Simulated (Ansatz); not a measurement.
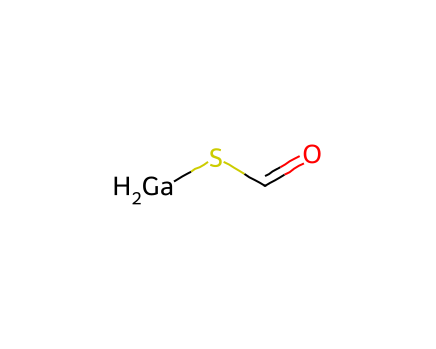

Give its SMILES.

Answer. O=C[S][GaH2]

Give the formula, hydrogens included.

Answer. CH3GaOS.

An optimisation with PBE0-D4/def2-TZVP gave a structure of which point group?

Answer. Cs. Other conformers may differ.

More results for the same structure follow; atom numbers are the same in all pictures, views and colours differ. The geometry was computed by an optimisation with PBE0-D4/def2-TZVP.

## Levels of theory compared

Program: Ansatz 0.2.0.

Compare dipole (D), HOMO energy (eV), HOMO–LUMO gap (eV) at these levels: B3LYP-D4/def2-TZVPP; PBE-D4/def2-TZVPP; r2SCAN-D4/def2-TZVPP; ωB97M-V/def2-TZVPP.

| level | dipole (D) | HOMO energy (eV) | HOMO–LUMO gap (eV) |
| --- | --- | --- | --- |
| B3LYP-D4/def2-TZVPP | 3.40 | −7.65 | 5.36 |
| PBE-D4/def2-TZVPP | 3.13 | −6.42 | 3.60 |
| r2SCAN-D4/def2-TZVPP | 3.30 | −6.72 | 4.13 |
| ωB97M-V/def2-TZVPP | 3.50 | −10.14 | 9.85 |

## Thermal motion

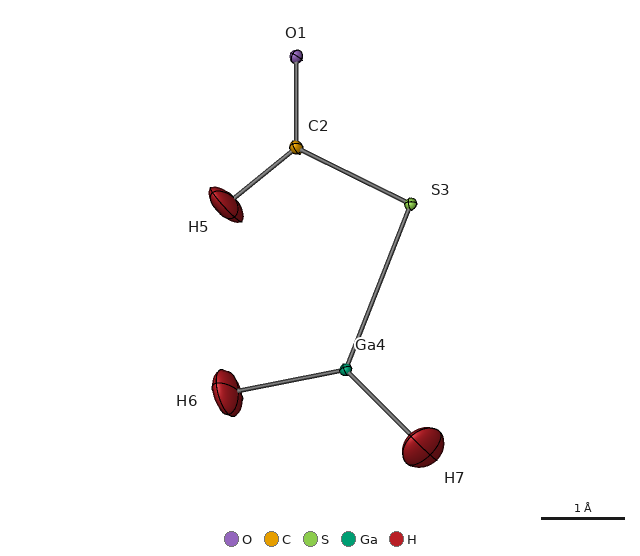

Displacement ellipsoids at the 50 % level, from the internal vibrations of the free molecule (harmonic, no overall translation or rotation; no half-axis is drawn under 0.075 Å). Vibrations computed with RKS PBE0-D4/def2-TZVP (Ansatz 0.2.0). Temperature: 100 K.

Which atom moves most?

Answer. H7, with U_eq = 0.0341 Å².

Does H5 move more along its bond or across it?

Answer. Across it: the root-mean-square amplitude is 0.082 Å along the bond and up to 0.277 Å across, since bending and torsion are softer than stretching.

Give the displacement parameters, one line for each set of equivalent atoms.

| atom | U_eq (Å²) | rms amplitudes (Å) |
| --- | --- | --- |
| O1 | 0.0031 | 0.039, 0.054, 0.070 |
| C2 | 0.0034 | 0.037, 0.052, 0.079 |
| S3 | 0.00099 | 0.021, 0.029, 0.041 |
| Ga4 | 0.00026 | 0.010, 0.011, 0.024 |
| H5 | 0.0337 | 0.082, 0.134, 0.277 |
| H6 | 0.0307 | 0.091, 0.182, 0.225 |
| H7 | 0.0341 | 0.092, 0.179, 0.249 |

## Charges

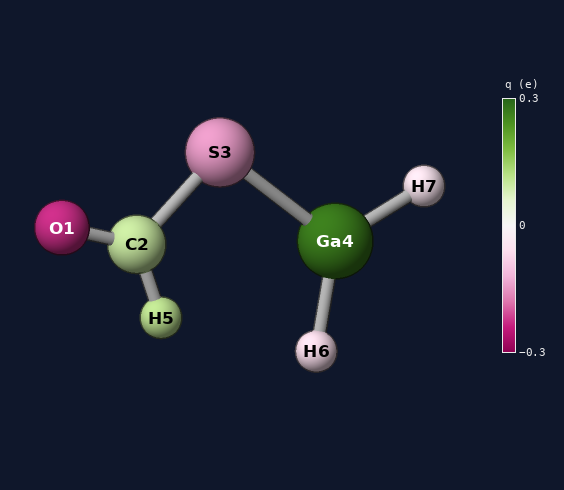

Atoms are coloured by their Mulliken charges. Method: RKS PBE0-D4/def2-TZVP (Ansatz 0.2.0).

Which atom carries the highest charge (most positive or least negative)?

Answer. Ga4 (0.27 e).

And the lowest?

Answer. O1 (−0.23 e).

List the Mulliken charges.

| atom | value (e) |
| --- | --- |
| O1 | −0.23 |
| C2 | 0.10 |
| S3 | −0.14 |
| Ga4 | 0.27 |
| H5 | 0.11 |
| H6 | −0.06 |
| H7 | −0.04 |

Mulliken values depend strongly on the basis set and can even reverse the polarity of a bond.
